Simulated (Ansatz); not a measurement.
# NaAuF3 (cubic perovskite) (Pm-3m): Hubbard U and Hund's J by constrained RPA

Wanted: the parameters of a Hubbard-Kanamori model for NaAuF3 (cubic perovskite) (Pm-3m).

Main program and level: Ansatz 0.2.0; non-magnetic PBEsol, then constrained RPA, plane waves, PAW.

The structure was built from a prototype and need not be the compound's stable phase.

## (1) Starting point

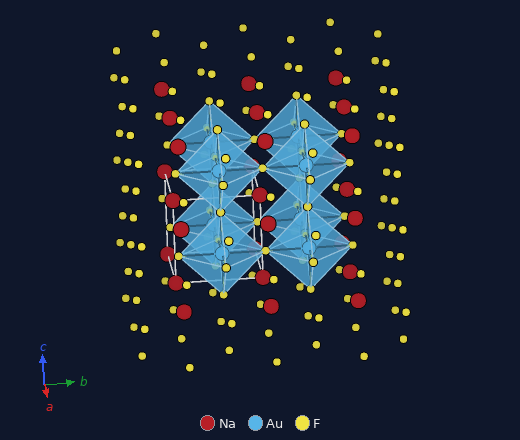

The starting structure, seen slightly off an axis (sodium red, gold blue, fluorine yellow). 2×2×2 cells are drawn. Some periodic images of atoms are drawn too.

Coordinates:

```cif
data_structure
_symmetry_space_group_name_H-M 'Pm-3m'
_symmetry_Int_Tables_number 221
_cell_length_a 4.3752
_cell_length_b 4.3752
_cell_length_c 4.3752
_cell_angle_alpha 90.000
_cell_angle_beta 90.000
_cell_angle_gamma 90.000
_cell_volume 83.75
loop_
_atom_site_label
_atom_site_type_symbol
_atom_site_symmetry_multiplicity
_atom_site_Wyckoff_symbol
_atom_site_fract_x
_atom_site_fract_y
_atom_site_fract_z
_atom_site_occupancy
Na1 Na 1 a 0.00000 0.00000 0.00000 1
Au1 Au 1 b 0.50000 0.50000 0.50000 1
F1 F 3 c 0.00000 0.50000 0.50000 1
```

The structure was relaxed with PBEsol. The structure type comes from a generator and need not be one that this composition takes. The structure was generated from a model, not taken from a measurement. The runs that relaxed it are not among those shown. The program's search for lower electronic states was switched off, so nothing shows that the state found is the lowest. Spin-orbit coupling is left out unless a step names it. The default PAW set here is soft_2. Its files were made with PBE.

## (2) PBEsol bands and orbital weights

This step: DFT, PBEsol, plane waves, PAW.

Contents of input.yaml:

```yaml
crystal:
  lattice:
    - [0.0, -4.37522604, 0.0]
    - [0.0, 0.0, 4.37522604]
    - [-4.37522604, 0.0, 0.0]
  atoms:
    - { symbol: Na, position: [0.0, 0.0, 0.0] }
    - { symbol: Au, position: [0.5, 0.5, 0.5] }
    - { symbol: F, position: [0.5, 0.5, 0.0] }
    - { symbol: F, position: [0.5, 0.0, 0.5] }
    - { symbol: F, position: [0.0, 0.5, 0.5] }
kpoints:
  mp_grid: { grid: [6, 6, 6] }
  band_path:
    path:
      - [[0.0, 0.0, 0.0], [0.0, 0.5, 0.0], [0.5, 0.5, 0.0], [0.0, 0.0, 0.0], [0.5, 0.5, 0.5], [0.0, 0.5, 0.0]]
      - [[0.5, 0.5, 0.5], [0.5, 0.5, 0.0]]
    npoints: 10
hamiltonian:
  xc: pbesol
scf:
  occupations: { method: gaussian, width: 0.08 }
  n_extra_bands: 19
  max_iter: 150
  lower_state_search: "off"
output:
  eigenvalues: true
  forces: true
  stress: true
  fatbands: true
  write_density: true
  write_potential: true
  elf: true
  volumetric_format: npy
```

Run with:

```console
$ ansatz run input.yaml --threads 4 --pin off --max-ram 9216MiB --backend cpu --events-out ev --progress --plain --runs-dir out
```

Numbers of over 12 decimals in the logs are rounded to 6 here.

Output:

```text
scf.n_extra_bands = 19 over 25 filled bands (N_el = 49.0): the run solves 44 bands
Engine: ansatz 0.2.0, x86_64-unknown-linux-gnu
Pseudopotentials: kind: paw
Pseudopotential: Na, paw, valence charge 9, recommended cutoff 420 eV (normal), Na.paw.azcp
Pseudopotential: Au, paw, valence charge 19, recommended cutoff 420 eV (normal), Au.paw.azcp
Pseudopotential: F, paw, valence charge 7, recommended cutoff 420 eV (normal), F.paw.azcp
Functional definition: PBEsol
  exchange = pbesol_x
  correlation = pbesol_c
Crystal: 5 atoms, lattice volume = 83.753 Å³
Basis set: ecut = 420 eV, 1647 PW (Γ), exchange–correlation on 60×60×60 points (8 copies of the dense FFT grid, shifted against one another)
Bands: 44, of which v1, the nominal top of the filled ones, is band 25 counted from 1 (24 counted from 0)
Symmetry: 48 space group operations
Space group: Pm-3m (ITA 221), of the structure as read, at distance tolerance 4.4e-5 Å
k-points: 20 of 216
Non-local potential: Na, projectors of the file, l = 0: 3, l = 1: 2, l = 2: 1
Non-local potential: Au, projectors of the file, l = 0: 3, l = 1: 2, l = 2: 2, l = 3: 1
Non-local potential: F, projectors of the file, l = 0: 2, l = 1: 2, l = 2: 1
PAW form: soft (Blöchl's): semilocal exchange-correlation on the pseudo side does not see the compensation charge
PAW frozen core: Na, regenerated for the run's functional, and the local potential with it (the file was generated under x = pbe(κ = 0.804, μ = 0.219515), c = pbe(β = 0.066725))
PAW frozen core: Au, regenerated for the run's functional, and the local potential with it (the file was generated under x = pbe(κ = 0.804, μ = 0.219515), c = pbe(β = 0.066725))
PAW frozen core: F, regenerated for the run's functional, and the local potential with it (the file was generated under x = pbe(κ = 0.804, μ = 0.219515), c = pbe(β = 0.066725))
PAW one-centre angular grid: Na, 110 points (default); XC on 64 Gauss nodes
PAW one-centre angular grid: Au, 590 points (default); XC on 64 Gauss nodes
PAW one-centre angular grid: F, 110 points (default); XC on 64 Gauss nodes
Initial density: superposition of atomic densities (neutral atoms: chi_scale 0, normalization atom), corrected by the library's trained network
Initial wavefunctions: pseudopotential atomic-orbital guess
Functional: x = pbesol(κ = 0.804, μ = 0.123457), c = pbesol(β = 0.046)
SCF iter   1: F=—  HF=-16882.930449 eV  |F-HF|=—  |Δ(HF+E_count)|=         —  Δρ=1.35e-2  dr2=9.62e-2  ethr=1.77e-3  ⟨swp⟩=6.2  Hψ=3986  notcnv=0  defer=162
preconditioner: auto → LDOS  [metal: Δε(μ)=0.062 eV  Ē_g=22.967 eV  σ=0.080 eV  W_gap=0.38  n_scr=26 (ndim 8)  ℏωp=25.3 eV  f_vac=0.300  D(μ)=4.09/eV (n_scr^D=32)  β→1.0]
SCF iter   2: F=—  HF=-16882.925215 eV  |F-HF|=—  |Δ(HF+E_count)|=   5.23e-3  Δρ=1.24e-2  dr2=7.23e-2  ethr=1.96e-4  ⟨swp⟩=2.0  Hψ=1516  notcnv=0  defer=244
SCF iter   3: F=—  HF=-16882.905256 eV  |F-HF|=—  |Δ(HF+E_count)|=   2.00e-2  Δρ=2.35e-3  dr2=4.04e-3  ethr=1.48e-4  ⟨swp⟩=2.0  Hψ=1106  notcnv=0  defer=244
SCF iter   4: F=—  HF=-16882.905162 eV  |F-HF|=—  |Δ(HF+E_count)|=   9.40e-5  Δρ=1.76e-3  dr2=2.42e-3  ethr=8.25e-6  ⟨swp⟩=1.0  Hψ=636  notcnv=0  defer=244
SCF iter   5: F=—  HF=-16882.904757 eV  |F-HF|=—  |Δ(HF+E_count)|=   4.05e-4  Δρ=4.25e-4  dr2=8.84e-5  ethr=4.95e-6  ⟨swp⟩=2.0  Hψ=762  notcnv=0  defer=244
SCF iter   6: F=—  HF=-16882.904756 eV  |F-HF|=—  |Δ(HF+E_count)|=   1.07e-6  Δρ=8.97e-5  dr2=4.95e-6  ethr=1.80e-7  ⟨swp⟩=2.1  Hψ=1113  notcnv=0  defer=244
SCF iter   7: F=—  HF=-16882.904755 eV  |F-HF|=—  |Δ(HF+E_count)|=   2.06e-7  Δρ=1.91e-5  dr2=1.87e-7  ethr=1.01e-8  ⟨swp⟩=2.0  Hψ=1047  notcnv=0  defer=244
SCF iter   8: F=-16882.904755 eV  HF=-16882.904755 eV  |F-HF|=2.99e-9  |Δ(HF+E_count)|=   5.30e-8  Δρ=3.57e-6  dr2=5.30e-9  ethr=2.04e-10  ⟨swp⟩=17.3  Hψ=7093  notcnv=0
SCF 1 converged in 8 iterations: F = -16882.904755 eV  dr2 = 5.30e-9
  greatest PAW one-centre occupation: 1.001 electrons in one spin orbital (limit 2), on the Au atom at site 1 (counted from 0), in its partial waves of l = 0
NSCF: frozen V_eff on 62 k-points
SCF converged after 8 iterations
Free energy (F): -16882.904755 eV
Harris-Foulkes:  -16882.904755 eV  (|F-HF|=2.99e-9)
Internal energy: -16882.891608 eV  (E = F + TS)
E sigma→0 (E₀):  -16882.898181 eV
Entropy (-TS):   -0.013148 eV (-2.630 meV/atom)
Fermi energy:    5.469914 eV
--- Per-component energies (eV) ---
  E_band       = -784.923066
  E_kinetic    = 1339.044335
  E_local      = -6224.723013  (includes V_loc(G=0)·N_el)
  E_nonlocal   = 417.979847
  E_hartree    = 2453.146552
  E_xc         = -497.273379
  E_vxc        = -623.616879  (∫ρ·V_xc dr)
  E_paw        = -10400.036480  (= ΣΔE_a)
  E_vpaw       = -599.901439  (= ΣTr[D̂ρ^β])
  E_aug_tail   = 0.006705  (compensation charges beyond the density's cutoff)
  E_ewald      = -3971.527676
  E_core_change = 0.491501  (= ΣΔE_core)
  E_smearing   = -0.013148  (= −TS)
  E_closure    = -0.000000  (closes the sum)
  Σ components = -16882.904755   (vs F -16882.904755, Δ=0.00e0)
--- Forces (eV/Å), atoms counted from 1 ---
  atom   1  Na    -0.00000000    -0.00000000    -0.00000000
  atom   2  Au    -0.00000000     0.00000000     0.00000000
  atom   3  F     -0.00000000     0.00000000    -0.00000000
  atom   4  F     -0.00000000    -0.00000000    -0.00000000
  atom   5  F     -0.00000000     0.00000000     0.00000000
  max |Σ_I F_I| component: 1.49e-28 eV/Å
--- Stress (GPa, compression-positive) ---
        0.018416       0.000000       0.000000
        0.000000       0.018416       0.000000
        0.000000       0.000000       0.018416
  P = ⅓ Tr σ = 0.0184 GPa (0.184 kbar)
--- Band table (eV; the first three rows and the last of 20) ---
  k-point 0: bands = [... 21 lower, 2.1584, 2.1584, 2.8971, 2.8971, 5.5480, 10.3419, 14.3273, 14.3273, ... 15 higher]
  k-point 1: bands = [... 21 lower, 2.5329, 2.5329, 2.8987, 3.4961, 6.0552, 10.4073, 13.1065, 14.5379, ... 15 higher]
  k-point 2: bands = [... 21 lower, 2.9017, 3.0323, 3.0323, 4.0518, 7.3769, 10.0798, 12.6907, 14.8918, ... 15 higher]
  k-point 19: bands = [... 21 lower, 3.6529, 3.6529, 6.2447, 6.2447, 10.8063, 11.6411, 12.5581, 12.5581, ... 15 higher]
```

It took 1.9 s on 4 threads of Intel Xeon Platinum 8559C (Emerald Rapids), shared host; peak memory 0.46 GiB; 6.6 s of CPU time.

In the SCF lines HF is the Harris–Foulkes energy and dr2 the Hartree energy of the density residual, in eV; the loop may stop once dr2 is under the threshold and the program's other checks hold. Hψ counts applications of the Hamiltonian.

This step gave:

```
pressure : 0.01842 GPa
```

Electronic bands along the path, in eV, zero at the Fermi level:

```tsv
point	band 22	band 23	band 24	band 25	band 26	band 27	band 28	band 29
Γ	-3.31	-3.31	-2.57	-2.57	0.08	4.87	8.86	8.86
X	-2.57	-2.23	-2.23	-1.26	3.12	3.72	7.45	9.81
M	-2.23	-2.00	-1.82	0.77	4.84	5.28	5.64	5.64
Γ	-3.31	-3.31	-2.57	-2.57	0.08	4.87	8.86	8.86
R	-1.82	-1.82	0.77	0.77	5.34	6.17	7.09	7.09
X	-2.57	-2.23	-2.23	-1.26	3.12	3.72	7.45	9.81
jump to R	-1.82	-1.82	0.77	0.77	5.34	6.17	7.09	7.09
M	-2.23	-2.00	-1.82	0.77	4.84	5.28	5.64	5.64
```

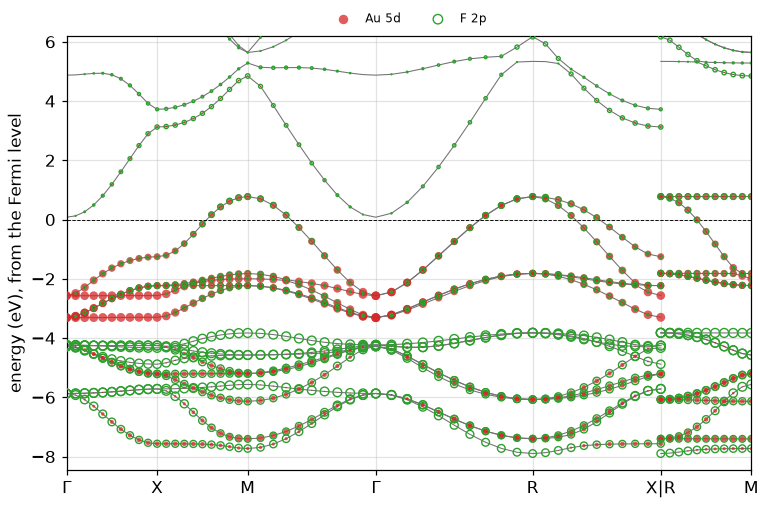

Electronic bands along the path; dots are coloured as in the legend, and their area grows with the weight.

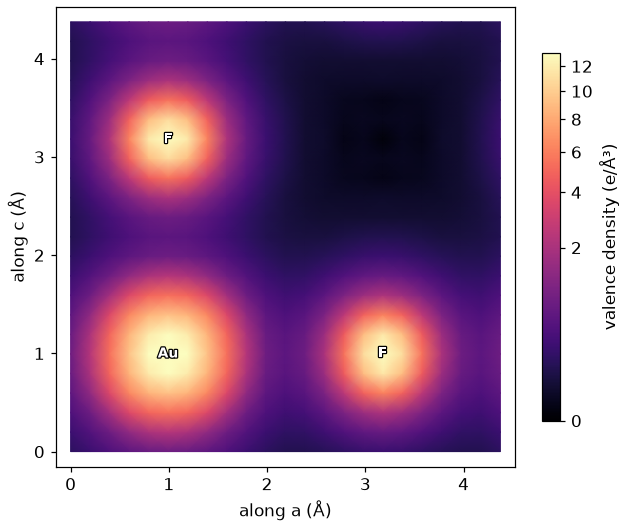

Valence density in the ac plane at fractional y = 0.500, with atoms of Au and F within 0.2 Å of it. It is the smooth field of the valence electrons, not physical close to the nuclei. The map starts off the cell's origin, so that atoms lie inside it. The colour scale is stretched toward low values.

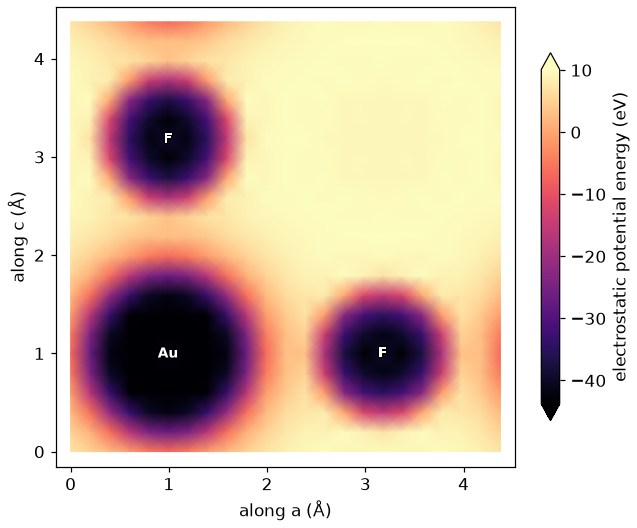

Electrostatic potential energy in the ac plane at fractional y = 0.500, with atoms of Au and F within 0.2 Å of it. With pseudopotentials it is smooth inside the atoms' cores, unlike the true potential. The map starts off the cell's origin, so that atoms lie inside it.

## (3) Constrained RPA: Au d, bands v5 to v1, 4×4×4 mesh, medium accuracy

Constrained RPA screens the interaction with every transition except those inside the target bands, which a later many-body model would treat itself.

This step: constrained RPA on PBEsol, plane waves, PAW.

input.yaml, the sections that differ from step 2:

```yaml
kpoints:
  mp_grid: { grid: [6, 6, 6] }
output:
  crpa:
    kmesh: [4, 4, 4]
    target_bands: [v5, v1]
    projections: [{ species: Au, l: d, shell: 5 }]
  local_orbitals:
    kmesh: [8, 8, 8]
    orbitals: [{ species: Au, l: d, shell: 5 }]
    window: { bands: [v5, v1] }
    seedname: lo
# crystal, hamiltonian, scf: as in step 2
```

Output:

```text
[...]
Crystal: 5 atoms, lattice volume = 83.753 Å³
Basis set: ecut = 420 eV, 1647 PW (Γ)
Bands: 44, of which v1, the nominal top of the filled ones, is band 25 counted from 1 (24 counted from 0)
Symmetry: 48 space group operations
[...]
k-points: 20 of 216
[...]
SCF iter   1: F=—  HF=-16882.930497 eV  |F-HF|=—  |Δ(HF+E_count)|=         —  Δρ=1.35e-2  dr2=9.62e-2  ethr=1.77e-3  ⟨swp⟩=6.2  Hψ=3980  notcnv=0  defer=163
[...]
SCF iter   8: F=-16882.904800 eV  HF=-16882.904800 eV  |F-HF|=3.65e-9  |Δ(HF+E_count)|=   3.37e-8  Δρ=3.34e-6  dr2=5.07e-9  ethr=2.04e-10  ⟨swp⟩=12.9  Hψ=4751  notcnv=0
SCF 1 converged in 8 iterations: F = -16882.904800 eV  dr2 = 5.07e-9
[...]
NSCF: frozen V_eff on 38 k-points
[...]
cRPA screening: q 1/64
cRPA screening: q 2/64
cRPA screening: q 8/64 (q-point 3)
cRPA screening: q 11/64 (q-point 6)
cRPA screening: q 23/64 (q-point 7)
cRPA screening: q 35/64 (q-point 11)
cRPA screening: q 38/64 (q-point 22)
cRPA screening: q 46/64 (q-point 23)
cRPA screening: q 58/64 (q-point 27)
cRPA screening: q 64/64 (q-point 43)
SCF converged after 8 iterations
Free energy (F): -16882.904800 eV
[...]
Internal energy: -16882.891652 eV  (E = F + TS)
E sigma→0 (E₀):  -16882.898226 eV
Entropy (-TS):   -0.013147 eV (-2.629 meV/atom)
Fermi energy:    5.470227 eV
[...]
--- Band table (eV; the first three rows and the last of 20) ---
  k-point 0: bands = [... 21 lower, 2.1585, 2.1585, 2.8976, 2.8976, 5.5485, 10.3427, 14.3288, 14.3288, ... 15 higher]
  k-point 1: bands = [... 21 lower, 2.5330, 2.5330, 2.8992, 3.4965, 6.0557, 10.4081, 13.1075, 14.5394, ... 15 higher]
  k-point 2: bands = [... 21 lower, 2.9022, 3.0325, 3.0325, 4.0522, 7.3774, 10.0805, 12.6917, 14.8922, ... 15 higher]
  k-point 19: bands = [... 21 lower, 3.6531, 3.6531, 6.2450, 6.2450, 10.8067, 11.6415, 12.5583, 12.5583, ... 15 higher]
--- cRPA (band scheme, projected local orbitals): target bands 21..25 (1-based), 5 Wannier function(s), 4×4×4 mesh, 50 bands' worth read of 55 solved, ecut_chi 136.0 eV, v(q+G=0) probe_charge, pair densities all_electron ---
  bands read: the sum over 50 bands ends inside a degenerate multiplet in 8 slots, whose members it reads at an even weight; the widest, k=42: bands 50 to 52 (counted from 1) at 1/3 each
  χ-basis size per q: N_G = 292..320
  window electrons = 9.0000, filled by tetrahedron_uncorrected; constrained ε̄⁻¹(q = 0, 0) head = 0.350827; min gauge Gram eig = 0.5714
  Kanamori averages over each shell's own Wannier functions (sites counted from 0, functions from 1):
    Site 1, 5D, 5 of 5 d orbitals (Wannier functions 1, 2, 3, 4, 5; wannier90's mr 1, 2, 3, 4, 5):
      screened: U = 4.6886 eV, U' = 4.0174 eV, J = 0.3090 eV
      screened d-shell averages: U_bar = F0 = 4.1517 eV, J_bar = 0.4432 eV
      screened, to within: U = 1.4e-2 eV, U' = 1.4e-2 eV, J = 5.7e-4 eV
      screened d-shell averages, to within: U_bar = 1.2e-2 eV, J_bar = 9.7e-4 eV
      bare: V = 12.5867 eV, V' = 11.5913 eV, J = 0.4260 eV
      bare d-shell averages: V_bar = F0 = 11.7904 eV, J_bar = 0.6251 eV
  Hermiticity witness max|P − P†| over intra, direct and exchange elements: 1.15e-14 eV (screened), 1.78e-15 eV (bare)
  Reality witness max|Im| over intra, direct and exchange elements: 6.60e-18 eV (screened), 1.65e-17 eV (bare)
```

Run time: 44 s. Hardware: 4 threads; peak memory 0.7 GiB.

This step gave:

* U: 4.689 eV
* U prime (inter-orbital): 4.017 eV
* J: 0.3090 eV
* bare V: 12.59 eV
* bare J: 0.4260 eV
* stated bound on U: 0.01313 eV
* U over bare V: 0.3725
* electrons in the window: 9.000
* head of the constrained inverse dielectric matrix: 0.3508
* least eigenvalue of the projection's overlap: 0.5714
* target functions: 5
* bands in the sums: 50
* r.m.s. miss of the model bands: 0.001551 eV
* width of the target bands: 4.086 eV
* weight of the projected orbitals in the window: 0.7297

On the Au d shell, screening brings the on-site interaction from 12.6 eV down to U = 4.69 eV.

Kanamori averages over each shell's functions. Crpa shells, by row:

```tsv
site	element	shell	orbitals	U (eV)	U' (eV)	J (eV)	bare V (eV)	bare V' (eV)	bare J (eV)	bound on U (eV)
2	Au	5D	5	4.689	4.017	0.309	12.59	11.59	0.426	0.01313
```

Density-density elements U_iijj, eV. U matrix, by row:

```tsv
orbital	Au2 dz2	Au2 dxz	Au2 dyz	Au2 dx2-y2	Au2 dxy
Au2 dz2	4.646	4.131	4.131	3.863	3.887
Au2 dxz	4.131	4.717	4.005	3.968	4.005
Au2 dyz	4.131	4.005	4.717	3.968	4.005
Au2 dx2-y2	3.863	3.968	3.968	4.646	4.212
Au2 dxy	3.887	4.005	4.005	4.212	4.717
```

Exchange elements U_ijji, eV. J matrix, by row:

```tsv
orbital	Au2 dz2	Au2 dxz	Au2 dyz	Au2 dx2-y2	Au2 dxy
Au2 dz2	-	0.261	0.261	0.391	0.348
Au2 dxz	0.261	-	0.319	0.319	0.319
Au2 dyz	0.261	0.319	-	0.319	0.319
Au2 dx2-y2	0.391	0.319	0.319	-	0.232
Au2 dxy	0.348	0.319	0.319	0.232	-
```

Projected local orbitals of the target window. Electronic bands along the path, in eV, zero at the Fermi level; # counts the bands kept:

```tsv
point	#2	#3	#4	#5
Γ	-3.31	-3.31	-2.57	-2.57
X	-2.57	-2.23	-2.23	-1.26
M	-2.23	-2.00	-1.82	0.77
Γ	-3.31	-3.31	-2.57	-2.57
R	-1.82	-1.82	0.77	0.77
X	-2.57	-2.23	-2.23	-1.26
jump to R	-1.82	-1.82	0.77	0.77
M	-2.23	-2.00	-1.82	0.77
```

The same for Kohn-Sham, solved directly:

```tsv
point	#2	#3	#4	#5
Γ	-3.31	-3.31	-2.57	-2.57
X	-2.57	-2.23	-2.23	-1.26
M	-2.23	-2.00	-1.82	0.77
Γ	-3.31	-3.31	-2.57	-2.57
R	-1.82	-1.82	0.77	0.77
X	-2.57	-2.23	-2.23	-1.26
R	-1.82	-1.82	0.77	0.77
M	-2.23	-2.00	-1.82	0.77
```

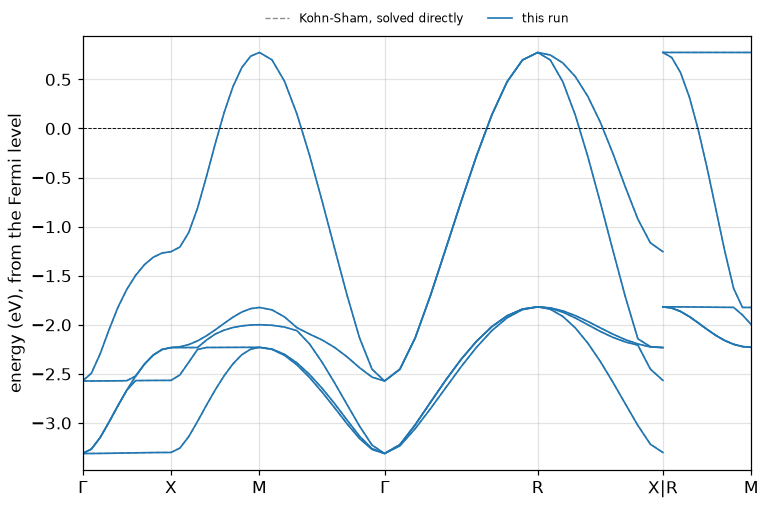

Electronic bands along the path; dashed: Kohn-Sham, solved directly.

Onsite levels, by row:

```tsv
orbital	level less Fermi level (eV)
Au2 dz2	-0.9581
Au2 dxz	-2.37
Au2 dyz	-2.37
Au2 dx2-y2	-0.9581
Au2 dxy	-2.37
```

Largest distinct elements between sites. Hoppings, by row:

```tsv
from	to	cell	distance (Å)	t (eV)
Au2 dz2	Au2 dz2	0 1 0	4.375	-0.538
Au2 dx2-y2	Au2 dx2-y2	0 0 -1	4.375	-0.408
Au2 dz2	Au2 dx2-y2	0 0 -1	4.375	0.225
Au2 dxy	Au2 dxy	-1 0 0	4.375	-0.1681
Au2 dz2	Au2 dz2	-1 0 0	4.375	-0.1482
Au2 dz2	Au2 dz2	0 -2 0	8.75	-0.0709
Au2 dx2-y2	Au2 dx2-y2	-1 0 1	6.188	0.0701
Au2 dx2-y2	Au2 dx2-y2	0 0 -2	8.75	-0.0532
Au2 dz2	Au2 dz2	-1 1 0	6.188	0.0465
Au2 dz2	Au2 dx2-y2	-1 1 0	6.188	0.041
Au2 dyz	Au2 dyz	-1 -1 0	6.188	-0.0385
Au2 dz2	Au2 dx2-y2	0 0 -2	8.75	0.0308
```

(Part 1 of 2 ends here.)

[Paths, hosts, dates, memory and timing lines, banners, echoed tables and standing remarks are left out of the program output.]

[Logs are printed without paths, hosts, clocks, repeated set-up lines and the standing remarks that a program may print on its own settings, such as how far it seeks lower states.]

[Runs of the session that timed out or met a known fault of the program may be left out.]

[Hosts, paths, dates, database ids (printed as entryN), source tags and the programs' standing remarks are cut or masked in the printed files.]
